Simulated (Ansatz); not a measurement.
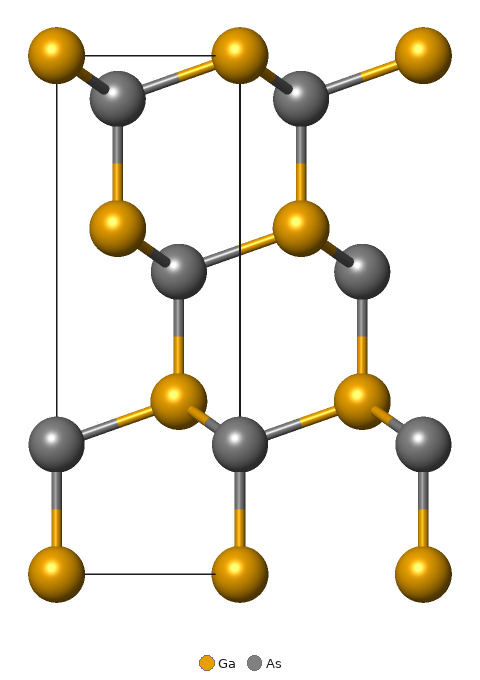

The picture looks along a close-packed row of the hexagonal mesh; [111] points upwards. Every atom sits on one of the three columns of the mesh; call them A, B, C in the order in which they first turn up. The box is the hexagonal cell of the face-centred cubic lattice. The sequence starts with the first layer at or above the cell's origin.

GaAs. Coordinates: a calculation's input that goes back to an entry of the Crystallography Open Database (an earlier step may have relaxed or displaced it).

### List the layers of one repeat.

Ga(A) – As(A) – Ga(B) – As(B) – Ga(C) – As(C) (six layers in 9.79 Å).

### How are the As layers alone stacked?

As layers alone: ABC, the cubic close-packed type.

### Which positions between or in the As layers do the other atoms fill?

Ga: three tetrahedral sites in each hexagonal cell.

### What short polytype symbol fits?

Polytype symbol 3C, the symbol of a tetrahedral polytype (number of double layers in the repeat and lattice).
